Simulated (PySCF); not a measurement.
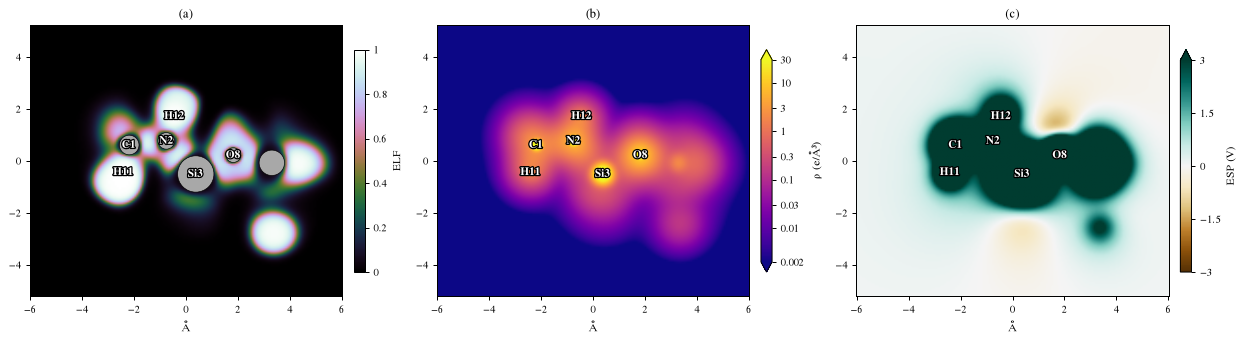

Figure 1: C2H12N2OSi3. (a) electron localisation function; (b) total electron density; (c) molecular electrostatic potential on the plane of atoms C1, N2 and Si3. Grey discs cover the atomic cores in the ELF map.

Geometry: GFN2-xTB.

Theory: PySCF 2.14.0, PBE0/pcSseg-1, SCF density, gas phase, non-relativistic.

Input file:

```
{"job": {"kind": "nmr", "xc": "PBE0", "basis": "pcSseg-1"}, "charge": 0, "multiplicity": 1}
C      3.387030    -0.044112    -0.396714
N      2.139696    -0.752424    -0.335351
Si     0.762248    -0.251789     0.536269
N      0.028184     1.212094    -0.033971
Si    -1.638488     1.518146    -0.393867
C     -2.677854     0.177914     0.449675
Si    -1.923824    -1.544089     0.216567
O     -0.311434    -1.453604     0.355177
H      3.557617     0.403779    -1.382420
H      4.228073    -0.706341    -0.171634
H      3.371287     0.752328     0.342960
H      2.100359    -1.560442    -0.932909
H      1.056912    -0.117926     1.964187
H      0.661725     1.966891    -0.235641
H     -1.948106     2.858717     0.131313
H     -1.857695     1.497757    -1.851429
H     -2.737124     0.396161     1.515564
H     -3.698358     0.206408     0.073953
H     -2.177405    -2.072942    -1.125734
H     -2.327989    -2.475847     1.270969
```

Run with:

```sh
OMP_NUM_THREADS=1 python probes_run.py task.json out
```

### Read the bonding off the picture.

- Atoms in the plane: C, N, Si, O and H.
- C–N (1.44 Å): the density is about 1.9 e/Å³ at the midpoint; the ELF peaks at about 0.90 between the atoms; localised, covalent bonding.
- Si–O (1.62 Å): ρ at the midpoint is about 1.2 e/Å³; the ELF peaks at about 0.85 between the atoms; a polar covalent bond.
- Si–N (1.71 Å): ρ at the midpoint is about 1.1 e/Å³; the ELF peaks at about 0.90 between the atoms, as expected for a shared but strongly polarised pair.
- N–H (1.01 Å): ρ is about 2.8 e/Å³ halfway; the ELF climbs to about 1 towards the hydrogen, as it does in any bond to H; an ordinary covalent bond to hydrogen.
- C–H (1.09 Å): ρ is about 2 e/Å³ halfway; the ELF climbs to about 1 towards the hydrogen: an ordinary covalent bond to hydrogen.
- The ELF also peaks beside O8, away from the bonds: lone-pair regions.
- Outside the dense part of the molecule the potential is most negative (−1.3 V) near O8.
